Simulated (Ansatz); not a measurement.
**PH (triplet): correlated methods under varied settings at distance P1–H2 = 1.589 Å**

What do other methods and options give for PH (triplet) at this geometry, and how long do they take?

Program: Ansatz 0.2.0, Gaussian basis. Level of theory: the settings change from run to run. These are calculated values, not measurements.

19 further runs of the same task are left out: 1 for a known fault of the program, 16 that didn't finish, 2 set aside as unsound or not needed.

## Step 1: The geometry

The geometry derives from a PBE0/def2-TZVP stationary point (not a proven minimum). One bond is set to the value named and the two fragments are kept rigid.

2 atoms, charge 0, spin multiplicity 3.

Atoms are counted from 1 here; the program's logs count them from 0.

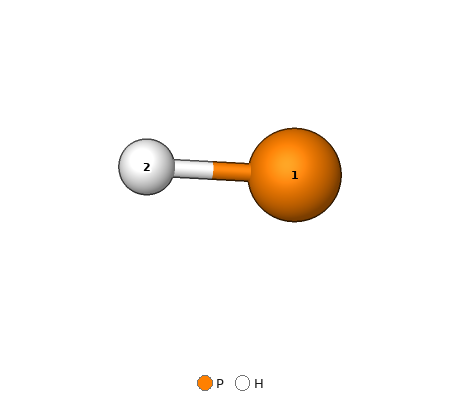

The structure; phosphorus orange, hydrogen white; atoms are numbered from 1 in the order of the file.

## Step 2: CISDTQ/STO-3G

Contents of in.yaml:

```yaml
crystal:
  periodic: [false, false, false]
  atoms:
    - {symbol: P, position_ang: [0.000000, 0.000000, 0.000000]}
    - {symbol: H, position_ang: [0.000000, 0.000000, 1.589000]}
basis:
  gaussian: {orbitals: STO-3G, point_charges: [{charge: -1.00, position_ang: [3.733, -0.108, -0.424]}]}
magnetization: {spin_polarized: false, initial_magnetization: 2}
correlation: {active_space: {ras: {orbitals: [2, 2, 1], electrons: 6, max_holes: 4, max_particles: 4}, fixed_orbitals: true}}
output: {forces: true}
```

On the command line:

```bash
> ansatz run in.yaml --threads 1 --pin off --events-out ev --progress --plain --max-ram 2393MiB
```

Standard output:

```text
Functional definition: HF
  name "HF"
  cite "Fock, Z. Phys. 61, 126 (1930) doi:10.1007/BF01340294"
  parent pbe
  exchange = exact_x
  correlation = 0
102 factors; integrals over basis functions are off by at most 1.2e-5 eV
mean field evaluation 1: about -9181.7718 eV, gradient 1.6e0 eV
mean field evaluation 2: about -9181.7744 eV, gradient 1.6e0 eV
mean field evaluation 4: about -9181.7899 eV, gradient 6.4e-2 eV
mean field evaluation 8: about -9181.7900 eV, gradient 1.2e-6 eV
mean field -9181.78998641 eV, -337.4245583597 hartree, gradient 1.2e-6 eV, S^2 2.000000; 0 other end points of the search recorded, 0 dependent functions left out
reference -9181.78998641 eV, -337.4245583597 hartree; 9, 7 occupied and 1, 3 virtual orbitals, 102 factors
state -9182.65169151 eV, -337.4562254381 hartree
the calculation of the forces begins
Total energy: -9182.65169151 eV, -337.4562254381 hartree
Atom 0 at     0.000000     0.000000     0.000000 Å, force     0.036565    -0.001058     2.746533 eV/Å
Atom 1 at     0.000000     0.000000     1.589000 Å, force     0.025350    -0.000733    -2.764356 eV/Å
Dipole moment:     0.068291    -0.001976    -0.027431 e Å
```

Wall time 0.16 s (1 thread of Intel Xeon at 2.50GHz, shared host).

From the report: 100 determinants.

## Step 3: CCSD on UHF/aug-cc-pVDZ

Contents of in.yaml:

```yaml
crystal:
  periodic: [false, false, false]
  atoms:
    - {symbol: P, position_ang: [0.000000, 0.000000, 0.000000]}
    - {symbol: H, position_ang: [0.000000, 0.000000, 1.589000]}
basis:
  gaussian: {orbitals: aug-cc-pVDZ}
magnetization: {spin_polarized: true, initial_magnetization: 2}
correlation: {method: ccsd, electrons: valence}
```

Same command.

Standard output (excerpt; [...] marks lines left out):

```text
Functional definition: HF
  name "HF"
  cite "Fock, Z. Phys. 61, 126 (1930) doi:10.1007/BF01340294"
  parent pbe
[...]
365 factors; integrals over basis functions are off by at most 9.7e-4 eV
[...]
mean field -9286.68723734 eV, -341.2794612294 hartree, gradient 1.7e-6 eV, S^2 2.024189; 0 other end points of the search recorded, 0 dependent functions left out
5 core orbitals not correlated: weight in the atoms' cores, before any rotation towards them, 1.000 or more for the frozen orbitals, at most 0.000 for the correlated occupied ones
reference -9286.68723734 eV, -341.2794612294 hartree; 4, 2 occupied and 27, 29 virtual orbitals, 365 factors
second order -2.39114827 eV of doubles, -0.00000000 eV of singles
cycle   1  -2.86181731 eV  change   -4.7e-1 eV  update   5.7e-2
[...]
cycle  11  -3.06335810 eV  change   -1.1e-6 eV  update   2.1e-6
Total energy: -9289.75059544 eV, -341.3920375631 hartree
```

Run time: 1.1 s. Hardware: 1 thread of Intel Xeon at 2.50GHz, shared host.

From the report: ⟨S²⟩ of the determinant 2.024 (pure triplet: 2.00); correlation -3.0634 eV; T1 0.017; largest double amplitude 0.06.

## Step 4: CCSD(T) on UHF/cc-pVTZ-DK

Contents of in.yaml:

```yaml
crystal:
  periodic: [false, false, false]
  atoms:
    - {symbol: P, position_ang: [0.000000, 0.000000, 0.000000]}
    - {symbol: H, position_ang: [0.000000, 0.000000, 1.589000]}
basis:
  gaussian: {orbitals: cc-pVTZ-DK, fitting: {mean_field: def2-universal-jkfit}}
magnetization: {spin_polarized: true, initial_magnetization: 2}
correlation: {method: ccsd_t, electrons: valence}
output: {forces: true}
```

Same command.

Standard output (excerpt; [...] marks lines left out):

```text
Functional definition: HF
  name "HF"
  cite "Fock, Z. Phys. 61, 126 (1930) doi:10.1007/BF01340294"
  parent pbe
[...]
146 factors; integrals over basis functions are off by at most 1.4e0 eV
[...]
mean field -9309.10443086 eV, -342.1032778965 hartree, gradient 1.8e-6 eV, S^2 2.025786; 0 other end points of the search recorded, 0 dependent functions left out
5 core orbitals not correlated: weight in the atoms' cores, before any rotation towards them, 1.000 or more for the frozen orbitals, at most 0.000 for the correlated occupied ones
reference -9309.10443086 eV, -342.1032778965 hartree; 4, 2 occupied and 39, 41 virtual orbitals, 146 factors
second order -2.91160902 eV of doubles, -0.00000000 eV of singles
cycle   1  -3.39325004 eV  change   -4.8e-1 eV  update   5.7e-2
[...]
cycle  11  -3.60035607 eV  change    2.7e-7 eV  update   7.1e-7
perturbative correction -0.13079390 eV, -0.0048065871 hartree
[...]
Total energy: -9312.83558083 eV, -342.2403951289 hartree
Relativity: scalar
Atom 0 at     0.000000     0.000000     0.000000 Å, force     0.000000     0.000000     2.149975 eV/Å
Atom 1 at     0.000000     0.000000     1.589000 Å, force    -0.000000    -0.000000    -2.149975 eV/Å
Dipole moment:     0.000000     0.000000     0.049153 e Å
```

Wall time 2.7 s (1 thread of Intel Xeon at 2.50GHz, shared host).

From the report: ⟨S²⟩ of the determinant 2.026 (pure triplet: 2.00); correlation -3.7311 eV; T1 0.018; largest double amplitude 0.07.

## Step 5: BCCD(T) on UHF/STO-3G

Contents of in.yaml:

```yaml
crystal:
  periodic: [false, false, false]
  atoms:
    - {symbol: P, position_ang: [0.000000, 0.000000, 0.000000]}
    - {symbol: H, position_ang: [0.000000, 0.000000, 1.589000]}
basis:
  gaussian: {orbitals: STO-3G}
magnetization: {spin_polarized: true, initial_magnetization: 2}
correlation: {method: bccd_t, electrons: outside_noble_gas}
accuracy: high
output: {forces: true}
```

Launched as before.

Standard output (excerpt; [...] marks lines left out):

```text
Functional definition: HF
  name "HF"
  cite "Fock, Z. Phys. 61, 126 (1930) doi:10.1007/BF01340294"
  parent pbe
[...]
144 factors; integrals over basis functions are off by at most 1.9e-9 eV
[...]
mean field -9181.81249019 eV, -337.4253853584 hartree, gradient 1.1e-8 eV, S^2 2.028107; 0 other end points of the search recorded, 0 dependent functions left out
5 core orbitals not correlated: weight in the atoms' cores, before any rotation towards them, 1.000 or more for the frozen orbitals, at most 0.000 for the correlated occupied ones
reference -9181.81249019 eV, -337.4253853584 hartree; 4, 2 occupied and 1, 3 virtual orbitals, 144 factors
second order -0.45354356 eV of doubles, -0.00000000 eV of singles
cycle   1  -0.63057089 eV  change   -1.8e-1 eV  update   4.2e-2
[...]
cycle  19  -0.77000089 eV  change   2.8e-10 eV  update  1.5e-10
perturbative correction -0.00001001 eV, -0.0000003677 hartree
[...]
Total energy: -9182.58250109 eV, -337.4536827370 hartree
Atom 0 at     0.000000     0.000000     0.000000 Å, force    -0.000000     0.000000     2.819529 eV/Å
Atom 1 at     0.000000     0.000000     1.589000 Å, force     0.000000    -0.000000    -2.819529 eV/Å
Dipole moment:     0.000000    -0.000000     0.000219 e Å
```

It took 0.67 s on 1 thread of Intel Xeon at 2.50GHz, shared host.

From the report: ⟨S²⟩ of the determinant 2.028 (pure triplet: 2.00); correlation -0.7700 eV; largest double amplitude 0.14.

## Step 6: MRCISD+Q(relaxed)(2,3)/aug-cc-pVDZ

Contents of in.yaml:

```yaml
crystal:
  periodic: [false, false, false]
  atoms:
    - {symbol: P, position_ang: [0.000000, 0.000000, 0.000000]}
    - {symbol: H, position_ang: [0.000000, 0.000000, 1.589000]}
basis:
  gaussian: {orbitals: aug-cc-pVDZ}
magnetization: {spin_polarized: false, initial_magnetization: 2}
correlation: {method: fic_mrcisd_q_relaxed, electrons: outside_noble_gas, active_space: {window: {electrons: 2, orbitals: 3}}}
accuracy: high
```

The command is unchanged.

Standard output (excerpt; [...] marks lines left out):

```text
Functional definition: HF
  name "HF"
  cite "Fock, Z. Phys. 61, 126 (1930) doi:10.1007/BF01340294"
  parent pbe
[...]
611 factors; integrals over basis functions are off by at most 4.0e-9 eV
[...]
mean field -9286.51237004 eV, -341.2730349748 hartree, gradient 1.3e-8 eV, S^2 2.000000; 0 other end points of the search recorded, 0 dependent functions left out
reference -9286.51237004 eV, -341.2730349748 hartree; 9, 7 occupied and 27, 29 virtual orbitals, 611 factors
state -9286.51237004 eV, -341.2730349748 hartree
contracted CI cycle   1: correlation 0.00000000 eV, 0.0000000000 hartree, residual 1.21e1 eV
contracted CI cycle   2: correlation -3.04688851 eV, -0.1119710875 hartree, residual 1.68e0 eV
contracted CI cycle   3: correlation -3.11567910 eV, -0.1144990950 hartree, residual 4.18e-1 eV
contracted CI cycle   4: correlation -3.12020456 eV, -0.1146654025 hartree, residual 1.27e-1 eV
contracted CI cycle   5: correlation -3.12055951 eV, -0.1146784469 hartree, residual 3.25e-2 eV
contracted CI cycle   6: correlation -3.12058316 eV, -0.1146793161 hartree, residual 8.69e-3 eV
contracted CI cycle   7: correlation -3.12058478 eV, -0.1146793756 hartree, residual 1.90e-3 eV
contracted CI cycle   8: correlation -3.12058488 eV, -0.1146793791 hartree, residual 5.30e-4 eV
contracted CI cycle   9: correlation -3.12058489 eV, -0.1146793794 hartree, residual 1.46e-4 eV
contracted CI cycle  10: correlation -3.12058489 eV, -0.1146793794 hartree, residual 3.80e-5 eV
contracted CI cycle  11: correlation -3.12058489 eV, -0.1146793794 hartree, residual 8.59e-6 eV
contracted CI cycle  12: correlation -3.12058489 eV, -0.1146793794 hartree, residual 2.05e-6 eV
contracted CI cycle  13: correlation -3.12058489 eV, -0.1146793794 hartree, residual 4.80e-7 eV
state -9286.51237004 eV, -341.2730349748 hartree; corrected -9289.88381047 eV, -341.3969331255 hartree
WARN: 1 active orbitals are nearly empty or full. The corrections depend on them more than the energy does, and are more stable in an active space without them
Total energy: -9289.88381047 eV, -341.3969331255 hartree
```

Wall time 2.2 s (1 thread of Intel Xeon at 2.50GHz, shared host).

From the report: 2 determinants; active occupations 1.00, 1.00, 0.00. The report marks this result as in doubt.

## Step 7: MP2 on ROHF/aug-cc-pVDZ

Contents of in.yaml:

```yaml
crystal:
  periodic: [false, false, false]
  atoms:
    - {symbol: P, position_ang: [0.000000, 0.000000, 0.000000]}
    - {symbol: H, position_ang: [0.000000, 0.000000, 1.589000]}
basis:
  gaussian: {orbitals: aug-cc-pVDZ}
magnetization: {spin_polarized: false, initial_magnetization: 2}
hamiltonian: {pseudopotentials: {relativity: scalar}}
correlation: {method: mp2, electrons: all}
output: {forces: true}
```

The command is unchanged.

Standard output (excerpt; [...] marks lines left out):

```text
Functional definition: HF
  name "HF"
  cite "Fock, Z. Phys. 61, 126 (1930) doi:10.1007/BF01340294"
  parent pbe
[...]
365 factors; integrals over basis functions are off by at most 9.7e-4 eV
[...]
mean field -9306.35712836 eV, -342.0023163917 hartree, gradient 1.1e-6 eV, S^2 2.000000; 0 other end points of the search recorded, 0 dependent functions left out
[...]
reference -9306.35712836 eV, -342.0023163917 hartree; 9, 7 occupied and 27, 29 virtual orbitals, 365 factors
second order -2.68343216 eV of doubles, -0.09283720 eV of singles
[...]
Total energy: -9309.13339772 eV, -342.1043424089 hartree
Relativity: scalar
Atom 0 at     0.000000     0.000000     0.000000 Å, force    -0.000000     0.000000     2.308262 eV/Å
Atom 1 at     0.000000     0.000000     1.589000 Å, force     0.000000    -0.000000    -2.308262 eV/Å
Dipole moment:     0.000000    -0.000000     0.045694 e Å
```

It took 0.94 s on 1 thread of Intel Xeon at 2.50GHz, shared host.

## Step 8: The runs in one table

Where basis and cores are those of an earlier FCI/aug-cc-pVDZ run (-9289.8530 eV), and the state is the same kind, the miss against it is given. † marks a result that the program doubts.

```csv
level,correlated,functions,energy (eV),from FCI (meV),time
CISDTQ/STO-3G (beside a point charge),outside noble gas,10,-9182.6517,,0.16 s
CCSD on UHF/aug-cc-pVDZ,valence,36,-9289.7506,102.4,1.1 s
CCSD(T) on UHF/cc-pVTZ-DK,valence,48,-9312.8356,,2.7 s
BCCD(T) on UHF/STO-3G,outside noble gas,10,-9182.5825,,0.67 s
"MRCISD+Q(relaxed)(2,3)/aug-cc-pVDZ †",outside noble gas,36,-9289.8838,-30.8,2.2 s
MP2 on ROHF/aug-cc-pVDZ (relativity set),all,36,-9309.1334,,0.94 s
```

## Step 9: Summary of results

| quantity | value |
| --- | --- |
| runs | 6 |
| quickest | CISDTQ/STO-3G (beside a point charge), 0.16 s |
| slowest | CCSD(T) on UHF/cc-pVTZ-DK, 2.7 s |

What this shows: Total energies in different bases, with other cores or another treatment of relativity can't be set against each other. CCSD(T) on UHF/cc-pVTZ-DK took 17 times as long as CISDTQ/STO-3G (beside a point charge); the jobs differ in more than the method. Among the correlated runs with a miss given, it spans -31 to +102 meV.
